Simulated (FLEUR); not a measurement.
Band structure of In (I4/mmm, 1 atom in the cell).

```xyz
1
Lattice="-1.6053 1.6053 2.4555 1.6053 -1.6053 2.4555 1.6053 1.6053 -2.4555" Properties=species:S:1:pos:R:3 pbc="T T T"
In     0.0000     0.0000     0.0000
```

Method: PBE, all-electron FLAPW (FLEUR), scalar-relativistic valence.

Settings: Kmax = 3.8 1/bohr; GmaxXC = 15.2 1/bohr; xcFunctional = pbe; jspins = 1; l_soc = F; mode = hist; fermiSmearingEnergy = 0.00367493 Htr; mesh (inpgen div1-3) = 19 19 19; inpgen gamma flag = false; Gmax = 15.2 1/bohr; numbands = 0; maxIterBroyd = 15; imix = Anderson; alpha = 0.05.

The starting cell comes from a database of computed structures (which also holds hypothetical and non-ambient phases and stackings), without a prior relaxation at this level. Its lattice was rescaled by a random factor within 2.5 % of one. Values depend on the basis (sphere radii, cutoffs, local orbitals), which need not be converged.

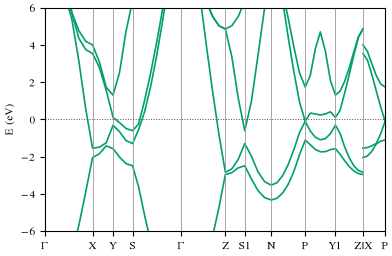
Figure: Bands along the path, energies from the Fermi level.

Levels in eV from the Fermi level, bands 4 to 10:
| point | 4 | 5 | 6 | 7 | 8 | 9 | 10 |
|---|---|---|---|---|---|---|---|
| Γ | -14.56 | -14.44 | -9.79 | 10.83 | 10.83 | 11.03 | 11.62 |
| X | -14.33 | -14.23 | -2.05 | -1.55 | 3.54 | 4.00 | 7.17 |
| Y | -14.44 | -14.32 | -1.58 | -0.32 | 0.10 | 1.30 | 13.20 |
| S | -14.43 | -14.35 | -2.49 | -1.30 | -0.61 | 6.36 | 9.17 |
| Z | -14.30 | -14.30 | -2.96 | -2.84 | 4.86 | 4.86 | 8.36 |
| S1 | -14.43 | -14.35 | -2.49 | -1.30 | -0.61 | 6.36 | 9.17 |
| N | -14.35 | -14.30 | -4.33 | -3.53 | 7.65 | 9.46 | 11.20 |
| P | -14.44 | -14.23 | -1.12 | -0.11 | -0.11 | 1.74 | 12.68 |
| Y1 | -14.44 | -14.32 | -1.58 | -0.32 | 0.10 | 1.30 | 13.20 |
